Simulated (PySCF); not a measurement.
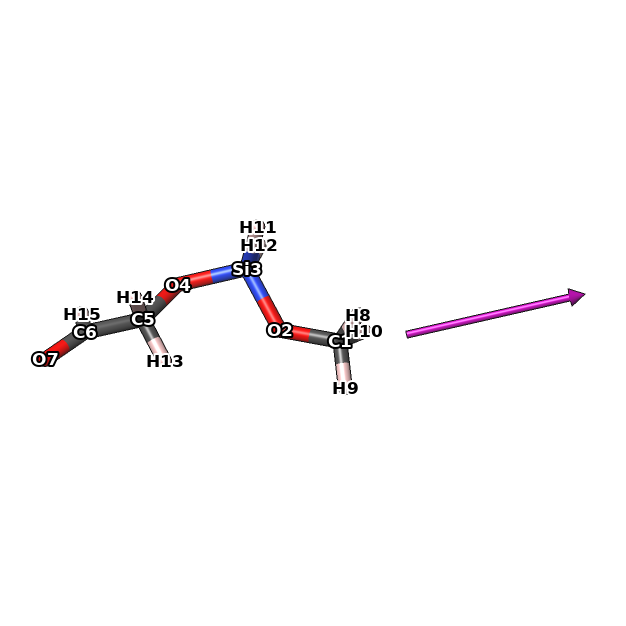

The arrow beside the molecule shows the direction of the dipole moment, from the negative to the positive end (its length means nothing). The computed structure is the end point of a GFN2-xTB optimisation. No frequency run is at hand to confirm it as a minimum. Properties computed with PBE0/pcSseg-1, gas phase (PySCF 2.14.0).

How large is the dipole moment?

Answer. 3.93 D; it points from the side of O7 to the side of H8, H10 (the outermost atoms at the two ends).

The geometry is semi-empirical. Around Si such bond lengths and angles can be off by a tenth of an ångström or more and by several degrees, and values that hang on the shape move with them.
